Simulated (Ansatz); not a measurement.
GaHNP (SMILES [PH]#[N+][Ga]) (charge +1, doublet)

| atom | x (Å) | y (Å) | z (Å) |
| --- | --- | --- | --- |
| Ga | -0.4363 | 1.0181 | -2.4263 |
| N | -0.1200 | -0.0844 | -0.4681 |
| P | -0.2994 | -0.9853 | 0.7831 |
| H | 0.9781 | -0.7482 | 1.4342 |

Geometry: PBE0-D3(BJ)/pcseg-1.

The calculation used isolated molecule in a Gaussian basis; Kohn-Sham density functional theory, functional PBE0 in Ansatz.

What will maps of the electron density, electron localisation function and spin density show?

Answer. P–N (1.55 Å): ρ is about 1.7 e/Å³ halfway; the ELF peaks at about 0.90 between the atoms: a short, strongly polar bond.
Ga–N (2.27 Å): the density is about 0.36 e/Å³ at the midpoint; the ELF peaks at about 0.90 in the valence shell of N, 0.6 Å from its nucleus, and is about 0.30 at the midpoint.
P–H (1.45 Å): the density is about 1.1 e/Å³ at the midpoint; the ELF climbs to about 1 towards the hydrogen, as it does in any bond to H.
The unpaired spin (1 electron) lies mostly on N2 (about 0.7), P3 (about 0.1) and H4 (about 0.1), in electrons by Hirshfeld's partition.

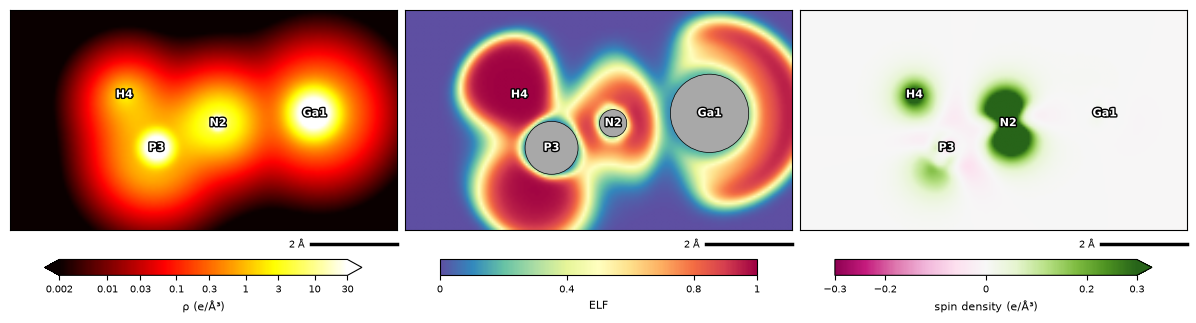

Computed electron density, electron localisation function and spin density on the molecular plane, in this order. Grey discs cover the atomic cores in the ELF map. 
